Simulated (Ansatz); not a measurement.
# One shape, several levels: SiH2F (SMILES F[SiH2])

We compute a comparison of 6 runs (UHSE06/STO-3G, UPBE0/STO-3G, USVWN5/STO-3G, UBCCD(T)/STO-3G, UCCSDT(Q)/STO-3G, UCCSDTQ/STO-3G) of SiH2F. 

The results are computed with Ansatz 0.2.0.

46 further runs of the same task are left out: 46 set aside as unsound or not needed.

## (1) The system as given

SiH2F has 4 atoms, charge 0, and is taken as a doublet. As SMILES, `F[SiH2]`. The H4–Si2 distance was set to 3.619 Å, away from the relaxed value. At this shape a bond of the SMILES string is far longer than usual.

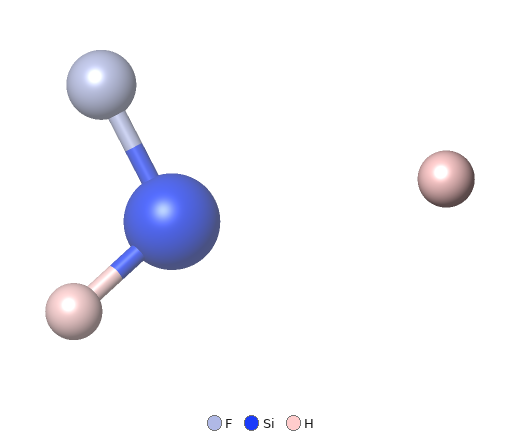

The structure, seen from a chosen angle (fluorine light blue, silicon blue, hydrogen pink).

## (2) The energy at UHSE06/STO-3G (run 1)

Contents of molecule.yaml:

```yaml
crystal:
  periodic: [false, false, false]
  atoms:
    - {symbol: F, position_ang: [0.817637, 1.841847, -2.196811]}
    - {symbol: Si, position_ang: [-0.510103, 0.929387, -2.018171]}
    - {symbol: H, position_ang: [-1.607883, 1.872827, -2.032941]}
    - {symbol: H, position_ang: [0.136490, -1.061140, 0.934020]}
basis:
  gaussian:
    orbitals: STO-3G
hamiltonian:
  xc: {name: HSE06}
accuracy: high
magnetization:
  spin_polarized: true
  initial_magnetization: 1
```

Command:

```sh
$ ansatz run molecule.yaml --threads 1 --pin off --max-ram 2610MiB --events-out events.jsonl --progress --plain --runs-dir runs
```

Standard output:

```text
Warning: RAYON_NUM_THREADS=1 ignored (pool sized by the plan → 1); use --threads N
Functional definition: HSE06
  name "HSE06"
  parameter a = 0.25
  parameter omega = 0.11/bohr
  exchange = pbe_x - a*pbe_x_sr(omega) + a*exact_x_sr(omega)
  correlation = pbe_c
262 factors; integrals over basis functions are off by at most 2.6e-8 eV
52 factors; integrals over basis functions are off by at most 6.5e-10 eV
mean field evaluation 1: about -10474.5310 eV, gradient 1.3e1 eV
mean field evaluation 2: about -10467.8060 eV, gradient 1.9e1 eV
mean field evaluation 4: about -10475.0921 eV, gradient 7.0e0 eV
mean field evaluation 8: about -10485.0550 eV, gradient 3.1e-1 eV
mean field evaluation 16: about -10485.0522 eV, gradient 8.4e-4 eV
mean field evaluation 32: about -10485.0252 eV, gradient 3.6e-1 eV
mean field -10485.05222787 eV, -385.3185623507 hartree, gradient 3.9e-8 eV, S^2 0.750118; 2 other end points of the search recorded, 0 dependent functions left out
reference -10485.05222978 eV, -385.3185624208 hartree; 13, 12 occupied and 3, 4 virtual orbitals, 262 factors
Total energy: -10485.05222978 eV, -385.3185624208 hartree
```

It took 2.1 s on 1 thread of Arm Neoverse V1, shared host; peak memory 0.12 GiB.

## (3) The energy at UPBE0/STO-3G (run 2)

molecule.yaml: that of step 2 with these lines changed.

```diff
@@ -1 +1,4 @@
+basis:
+  gaussian:
+    orbitals: STO-3G
 crystal:
@@ -7,8 +10,2 @@
     - {symbol: H, position_ang: [0.136490, -1.061140, 0.934020]}
-basis:
-  gaussian:
-    orbitals: STO-3G
-hamiltonian:
-  xc: {name: HSE06}
-accuracy: high
 magnetization:
@@ -16 +13,4 @@
   initial_magnetization: 1
+hamiltonian:
+  xc: {name: PBE0}
+accuracy: high
```

Command:

```sh
$ ansatz run molecule.yaml --threads 1 --pin off --max-ram 2610MiB --events-out events.jsonl --progress --plain --runs-dir runs
```

Standard output:

```text
Warning: RAYON_NUM_THREADS=1 ignored (pool sized by the plan → 1); use --threads N
Functional definition: PBE0
  name "PBE0"
  parameter a = 0.25
  parameter kappa = 0.804
  parameter beta = 0.06672455060314922
  exchange = (1 - a)*pbe_x(kappa = kappa, mu = beta*pi^2/3) + a*exact_x
  correlation = pbe_c(beta = beta)
262 factors; integrals over basis functions are off by at most 2.6e-8 eV
mean field evaluation 1: about -10474.7254 eV, gradient 1.3e1 eV
mean field evaluation 2: about -10468.2181 eV, gradient 1.8e1 eV
mean field evaluation 4: about -10476.7196 eV, gradient 1.0e1 eV
mean field evaluation 8: about -10480.1967 eV, gradient 1.2e1 eV
mean field evaluation 16: about -10485.3152 eV, gradient 4.8e-8 eV
mean field -10485.31520026 eV, -385.3282264078 hartree, gradient 2.2e-8 eV, S^2 0.750120; 2 other end points of the search recorded, 0 dependent functions left out
reference -10485.31520170 eV, -385.3282264604 hartree; 13, 12 occupied and 3, 4 virtual orbitals, 262 factors
Total energy: -10485.31520170 eV, -385.3282264604 hartree
```

It took 1.6 s on 1 thread of Arm Neoverse V1, shared host; peak memory 0.12 GiB.

## (4) The energy at USVWN5/STO-3G (run 3)

Contents of in.yaml:

```yaml
crystal:
  periodic: [false, false, false]
  atoms:
    - {symbol: F, position_ang: [0.817637, 1.841847, -2.196811]}
    - {symbol: Si, position_ang: [-0.510103, 0.929387, -2.018171]}
    - {symbol: H, position_ang: [-1.607883, 1.872827, -2.032941]}
    - {symbol: H, position_ang: [0.136490, -1.061140, 0.934020]}
basis:
  gaussian:
    orbitals: STO-3G
accuracy: high
magnetization:
  spin_polarized: true
  initial_magnetization: 1
hamiltonian:
  xc: {name: SVWN5}
```

Command:

```sh
$ ansatz run in.yaml --threads 1 --pin off --max-ram 2610MiB --events-out events.jsonl --progress --plain --runs-dir runs
```

Standard output:

```text
Warning: RAYON_NUM_THREADS=1 ignored (pool sized by the plan → 1); use --threads N
Functional definition: SVWN5
  name "SVWN5"
  exchange = slater_x
  correlation = vwn5_c
262 factors; integrals over basis functions are off by at most 2.6e-8 eV
mean field evaluation 1: about -10429.4064 eV, gradient 1.2e1 eV
mean field evaluation 2: about -10424.0116 eV, gradient 1.4e1 eV
mean field evaluation 4: about -10429.9039 eV, gradient 9.4e0 eV
mean field evaluation 8: about -10439.6304 eV, gradient 2.7e-1 eV
mean field evaluation 16: about -10439.6138 eV, gradient 1.8e-4 eV
mean field -10439.61375161 eV, -383.6487291475 hartree, gradient 3.0e-8 eV, S^2 0.750154; 0 other end points of the search recorded, 0 dependent functions left out
reference -10439.61375331 eV, -383.6487292097 hartree; 13, 12 occupied and 3, 4 virtual orbitals, 262 factors
Total energy: -10439.61375331 eV, -383.6487292097 hartree
```

Run time: 0.82 s. Hardware: 1 thread of Arm Neoverse V1, shared host; peak memory 0.1 GiB.

Runs 4 to 5 aren't shown in full; the table further down has their settings and results.

## (5) A single-point energy at UCCSDTQ/STO-3G (run 6)

Contents of run.yaml:

```yaml
crystal:
  periodic: [false, false, false]
  atoms:
    - symbol: F
      position_ang: [0.817637, 1.841847, -2.196811]
    - symbol: Si
      position_ang: [-0.510103, 0.929387, -2.018171]
    - symbol: H
      position_ang: [-1.607883, 1.872827, -2.032941]
    - symbol: H
      position_ang: [0.136490, -1.061140, 0.934020]
basis:
  gaussian:
    orbitals: STO-3G
magnetization:
  spin_polarized: true
  initial_magnetization: 1
correlation:
  method: ccsdtq
  frozen_orbitals: {F: 1, H: 0, Si: 5}
accuracy: high
scf:
  omitted_lower_state_checks: [cluster_reference, increment]
```

Command:

```sh
$ ansatz run run.yaml --threads 1 --pin off --max-ram 2610MiB --events-out events.jsonl --progress --plain --runs-dir runs
```

Standard output:

```text
Warning: RAYON_NUM_THREADS=1 ignored (pool sized by the plan → 1); use --threads N
[... 15 lines left out ...]
6 core orbitals not correlated: weight in the atoms' cores, before any rotation towards them, 1.000 or more for the frozen orbitals, at most 0.000 for the correlated occupied ones
[... 42 lines left out ...]
Total energy: -10468.33213325 eV, -384.7041102065 hartree
Checks for a lower state left out: cluster_reference, increment
```

It took 27 s on 1 thread of Arm Neoverse V1, shared host; peak memory 0.24 GiB.

## (6) The series

```csv
run,level,frozen core orbitals,energy (Eh),⟨S²⟩,wall time
1,UHSE06/STO-3G,–,-385.318562,0.750,2.1 s
2,UPBE0/STO-3G,–,-385.328226,0.750,1.6 s
3,USVWN5/STO-3G,–,-383.648729,0.750,0.82 s
4,UBCCD(T)/STO-3G,6,-384.703365,0.770,0.36 s
5,UCCSDT(Q)/STO-3G,6,-384.704326,0.770,0.83 s
6,UCCSDTQ/STO-3G,6,-384.704110,0.770,27 s
```

## (7) Outcome

| quantity | value |
| --- | --- |
| run 6: total energy | -384.70411 Eh |
| run 6: correlation energy (6 core orbitals frozen) | -73.2 mEh |
| run 6: ⟨S²⟩ of the reference determinant | 0.770 |
| run 6: T1 diagnostic | 0.028 |

Totals of different functionals can't be ranked against each other. In runs 1, 2, 3, 4, 5, 6 the basis is minimal, so the values are rough. All runs together took 32 s, the longest 27 s.
